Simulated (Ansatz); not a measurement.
# One shape, several levels: BH3 (SMILES B)

Wanted: a comparison of 4 runs (HF/def2-TZVPPD, PBE0/def2-TZVPPD, SVWN5/def2-TZVPPD, BCCD(T)/def2-TZVPPD) of BH3. 

The calculation is run with Ansatz 0.2.0.

32 further runs of the same task are left out: 32 set aside as unsound or not needed.

### 1 The molecule

BH3 has 4 atoms, charge 0, and is taken as a singlet. SMILES: `B`. The B1–H3 distance was set to 1.790 Å, away from the relaxed value. At this shape a bond of the SMILES string is far longer than usual.

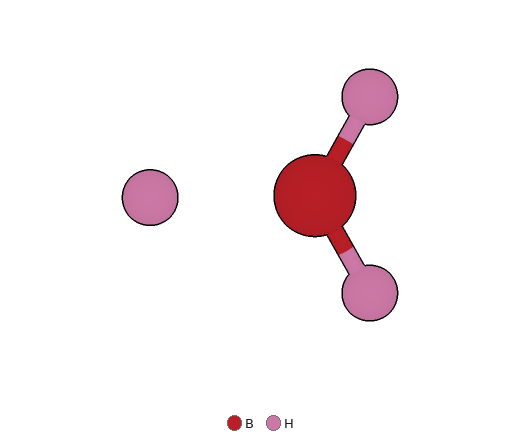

The structure, seen from a chosen angle (boron red, hydrogen pink).

### 2 The energy at HF/def2-TZVPPD (run 1)

input.yaml reads:

```yaml
crystal:
  periodic: [false, false, false]
  atoms:
    - {symbol: B, position_ang: [0.158940, 0.563211, -0.029148]}
    - {symbol: H, position_ang: [1.127240, 0.960011, 0.544752]}
    - {symbol: H, position_ang: [-0.276200, -1.171800, 0.043000]}
    - {symbol: H, position_ang: [-0.519360, 1.323211, -0.650948]}
basis:
  gaussian: {orbitals: def2-TZVPPD.json}
output: {orbitals: {seedname: orbitals}}
hamiltonian: {xc: hf}
accuracy: high
```

The basis set def2-TZVPPD is read from a file made from the Basis Set Exchange's data (not shown).

Run with:

```console
$ ansatz run input.yaml --threads 1 --pin off --max-ram 3480MiB --events-out events.jsonl --progress --plain --runs-dir runs
```

What it wrote:

```text
Warning: RAYON_NUM_THREADS=1 ignored (pool sized by the plan → 1); use --threads N
Functional definition: HF
  name "HF"
  exchange = exact_x
  correlation = 0
1359 factors; integrals over basis functions are off by at most 2.5e-9 eV
mean field evaluation 1: about -715.8417 eV, gradient 9.9e0 eV
mean field evaluation 2: about -715.8412 eV, gradient 9.9e0 eV
mean field evaluation 4: about -716.3858 eV, gradient 4.3e-1 eV
mean field evaluation 8: about -716.3867 eV, gradient 4.8e-5 eV
mean field -716.38670740 eV, -26.3267259124 hartree, gradient 5.2e-8 eV, S^2 0.000000; 0 other end points of the search recorded, 0 dependent functions left out
reference -716.38670740 eV, -26.3267259124 hartree; 4, 4 occupied and 84, 84 virtual orbitals, 1359 factors
Total energy: -716.38670740 eV, -26.3267259124 hartree
```

Wall time 0.7 s (1 thread of Arm Neoverse V2, shared host); peak memory 0.14 GiB.

### 3 The energy at PBE0/def2-TZVPPD (run 2)

in.yaml reads:

```yaml
crystal:
  periodic: [false, false, false]
  atoms:
    - symbol: B
      position_ang: [0.158940, 0.563211, -0.029148]
    - symbol: H
      position_ang: [1.127240, 0.960011, 0.544752]
    - symbol: H
      position_ang: [-0.276200, -1.171800, 0.043000]
    - symbol: H
      position_ang: [-0.519360, 1.323211, -0.650948]
basis:
  gaussian:
    orbitals: def2-TZVPPD.json
hamiltonian:
  xc: pbe0
accuracy: high
output:
  orbitals: {seedname: orbitals}
```

The basis set def2-TZVPPD is read from a file made from the Basis Set Exchange's data (not shown).

Run with:

```console
$ ansatz run in.yaml --threads 1 --pin off --max-ram 3480MiB --events-out events.jsonl --progress --plain --runs-dir runs
```

What it wrote:

```text
Warning: RAYON_NUM_THREADS=1 ignored (pool sized by the plan → 1); use --threads N
Functional definition: PBE0
  name "PBE0"
  parameter a = 0.25
  parameter kappa = 0.804
  parameter beta = 0.06672455060314922
  exchange = (1 - a)*pbe_x(kappa = kappa, mu = beta*pi^2/3) + a*exact_x
  correlation = pbe_c(beta = beta)
1359 factors; integrals over basis functions are off by at most 2.5e-9 eV
mean field evaluation 1: about -720.6252 eV, gradient 1.1e1 eV
mean field evaluation 2: about -720.8128 eV, gradient 7.6e0 eV
mean field evaluation 4: about -721.0531 eV, gradient 8.6e-2 eV
mean field evaluation 8: about -721.0523 eV, gradient 2.6e-3 eV
mean field evaluation 16: about -721.0523 eV, gradient 8.7e-9 eV
mean field -721.05227312 eV, -26.4981822903 hartree, gradient 8.7e-9 eV, S^2 0.000000; 0 other end points of the search recorded, 0 dependent functions left out
reference -721.05227597 eV, -26.4981823951 hartree; 4, 4 occupied and 84, 84 virtual orbitals, 1359 factors
Total energy: -721.05227597 eV, -26.4981823951 hartree
```

Wall time 1.6 s (1 thread of Arm Neoverse V2, shared host); peak memory 0.16 GiB.

### 4 The energy at SVWN5/def2-TZVPPD (run 3)

molecule.yaml reads:

```yaml
crystal:
  periodic: [false, false, false]
  atoms:
    - {symbol: B, position_ang: [0.158940, 0.563211, -0.029148]}
    - {symbol: H, position_ang: [1.127240, 0.960011, 0.544752]}
    - {symbol: H, position_ang: [-0.276200, -1.171800, 0.043000]}
    - {symbol: H, position_ang: [-0.519360, 1.323211, -0.650948]}
basis:
  gaussian: {orbitals: def2-TZVPPD.json}
hamiltonian: {xc: {name: SVWN5}}
accuracy: high
output: {orbitals: {seedname: orbitals}}
```

The basis set def2-TZVPPD is read from a file made from the Basis Set Exchange's data (not shown).

Run with:

```console
$ ansatz run molecule.yaml --threads 1 --pin off --max-ram 3480MiB --events-out events.jsonl --progress --plain --runs-dir runs
```

What it wrote:

```text
Warning: RAYON_NUM_THREADS=1 ignored (pool sized by the plan → 1); use --threads N
Functional definition: SVWN5
  name "SVWN5"
  exchange = slater_x
  correlation = vwn5_c
1359 factors; integrals over basis functions are off by at most 2.5e-9 eV
mean field evaluation 1: about -711.8554 eV, gradient 1.9e1 eV
mean field evaluation 2: about -711.1987 eV, gradient 2.1e1 eV
mean field evaluation 4: about -713.2241 eV, gradient 4.5e-1 eV
mean field evaluation 8: about -713.2243 eV, gradient 1.6e-2 eV
mean field evaluation 16: about -713.2243 eV, gradient 5.7e-7 eV
mean field -713.22428618 eV, -26.2105090764 hartree, gradient 2.4e-8 eV, S^2 0.000000; 0 other end points of the search recorded, 0 dependent functions left out
reference -713.22428986 eV, -26.2105092117 hartree; 4, 4 occupied and 84, 84 virtual orbitals, 1359 factors
Total energy: -713.22428986 eV, -26.2105092117 hartree
```

Run time: 1.2 s. Hardware: 1 thread of Arm Neoverse V2, shared host; peak memory 0.15 GiB.

### 5 The energy at BCCD(T)/def2-TZVPPD (run 4)

run.yaml reads:

```yaml
crystal:
  periodic: [false, false, false]
  atoms:
    - {symbol: B, position_ang: [0.158940, 0.563211, -0.029148]}
    - {symbol: H, position_ang: [1.127240, 0.960011, 0.544752]}
    - {symbol: H, position_ang: [-0.276200, -1.171800, 0.043000]}
    - {symbol: H, position_ang: [-0.519360, 1.323211, -0.650948]}
basis:
  gaussian:
    orbitals: def2-TZVPPD.json
magnetization:
  spin_polarized: false
  initial_magnetization: 0
correlation:
  method: bccd_t
  frozen_orbitals: {B: 1, H: 0}
accuracy: high
scf:
  omitted_lower_state_checks: [cluster_reference, increment]
```

The basis set def2-TZVPPD is read from a file made from the Basis Set Exchange's data (not shown).

Run with:

```console
$ ansatz run run.yaml --threads 1 --pin off --max-ram 3480MiB --events-out events.jsonl --progress --plain --runs-dir runs
```

What it wrote, shortened:

```text
Warning: RAYON_NUM_THREADS=1 ignored (pool sized by the plan → 1); use --threads N
[... 2 set-up lines as earlier in the session ...]
[...]
1359 factors; integrals over basis functions are off by at most 2.5e-9 eV
[...]
mean field -716.38670740 eV, -26.3267259124 hartree, gradient 5.2e-8 eV, S^2 0.000000; 0 other end points of the search recorded, 0 dependent functions left out
1 core orbitals not correlated: weight in the atoms' cores, before any rotation towards them, 1.000 or more for the frozen orbitals, at most 0.000 for the correlated occupied ones
reference -716.38670740 eV, -26.3267259124 hartree; 3, 3 occupied and 84, 84 virtual orbitals, 1359 factors
second order -3.13861840 eV of doubles, -0.00000000 eV of singles
cycle   1  -3.61844423 eV  change   -4.8e-1 eV  update   5.8e-2
[...]
cycle  21  -3.84398037 eV  change  -2.4e-10 eV  update  2.8e-10
perturbative correction -0.09482747 eV, -0.0034848453 hartree
Total energy: -720.32551524 eV, -26.4714744307 hartree
Checks for a lower state left out: cluster_reference, increment
```

It took 4.8 s on 1 thread of Arm Neoverse V2, shared host; peak memory 0.59 GiB.

### 6 All runs side by side

| run | level | frozen core orbitals | energy (Eh) | HOMO energy (eV) | LUMO energy (eV) | HOMO–LUMO gap (eV) | wall time |
| --- | --- | --- | --- | --- | --- | --- | --- |
| 1 | HF/def2-TZVPPD | – | -26.326726 | -11.08 | 1.15 | 12.23 | 0.7 s |
| 2 | PBE0/def2-TZVPPD | – | -26.498182 | -8.34 | -2.29 | 6.05 | 1.6 s |
| 3 | SVWN5/def2-TZVPPD | – | -26.210509 | -7.21 | -3.65 | 3.56 | 1.2 s |
| 4 | BCCD(T)/def2-TZVPPD | 1 | -26.471474 | – | – | – | 4.8 s |

### 7 Results

```
                                         quantity         value
                              run 4: total energy  -26.47147 Eh
run 4: correlation energy (1 core orbital frozen)    -144.7 mEh
                            run 4: (T) correction     -3.48 mEh
```

**Reading.** Over runs 1, 2, 3 the HOMO–LUMO gap runs from 3.56 eV (SVWN5/def2-TZVPPD) to 12.23 eV (HF/def2-TZVPPD). Exact exchange widens orbital gaps. Totals of different functionals can't be ranked against each other. All runs together took 8.4 s, the longest 4.8 s.
